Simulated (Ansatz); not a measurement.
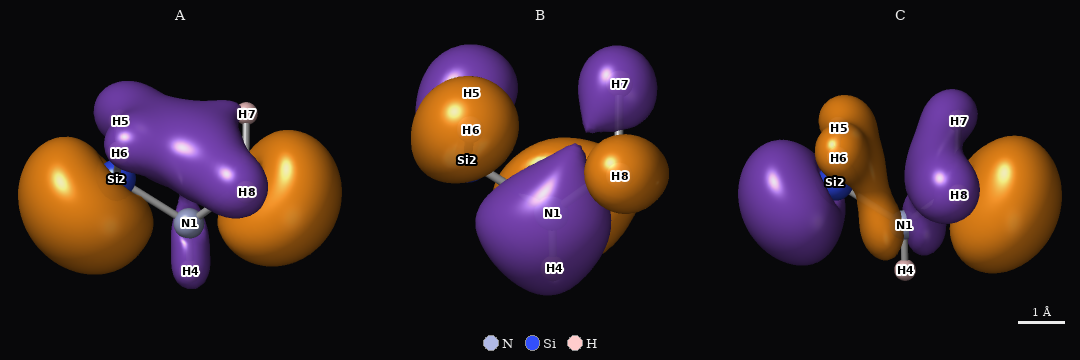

Figure 1: H₅NSi₂. Three frontier orbitals at ±0.08 Å⁻³ᐟ² (orange and purple are the two phases), in no order.

The calculation used RKS BLYP-D4/def2-SVP in Ansatz.

```yaml
atoms:
  - { symbol: N, position_ang: [-0.6581, -0.3126, -0.8348] }
  - { symbol: Si, position_ang: [-0.3498, 1.3829, -0.3270] }
  - { symbol: Si, position_ang: [0.3018, -1.2843, 0.2379] }
  - { symbol: H, position_ang: [-1.5131, -0.6245, -1.2942] }
  - { symbol: H, position_ang: [0.9909, 1.8098, -0.8957] }
  - { symbol: H, position_ang: [-0.1709, 1.3232, 1.1881] }
  - { symbol: H, position_ang: [1.7203, -0.7998, 0.2448] }
  - { symbol: H, position_ang: [-0.2288, -1.5519, 1.6251] }
```

Which picture is the HOMO−1, the HOMO and the LUMO?

B is the HOMO−1 (−6.08 eV). By Hirshfeld shares it lies mainly on N1 (about 55 %) and H6 (about 10 %). A is the HOMO (−4.81 eV). By Hirshfeld shares it lies mainly on Si2 (about 45 %) and Si3 (about 35 %). C is the LUMO (−3.20 eV). Its weight (Hirshfeld) is mainly on Si3 (about 45 %), Si2 (about 35 %) and N1 (about 10 %).

What is the HOMO–LUMO gap?

1.61 eV between the orbital energies.
